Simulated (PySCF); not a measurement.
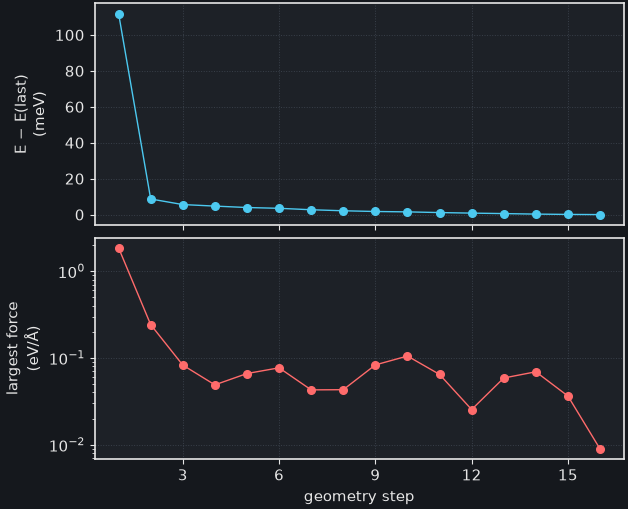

History of a geometry optimisation.

- system: C9H9FOS (SMILES Cc1ccc2c(c1F)CC[S@@]2=O)
- method: PBE0-D3(BJ)/def2-SVP, geometry optimisation (PySCF 2.14.0, density fitting)

Question: How did the optimisation end?

Answer: The optimisation met its thresholds at geometry 16, counting the start as the first. The energy fell by about 110 meV from the first step to the last. The largest force goes from about 1.9 eV/Å at the start to 9 × 10⁻³ eV/Å at the end.

Question: By which step was nine tenths of the energy gained?

Answer: By step 2 of 16.
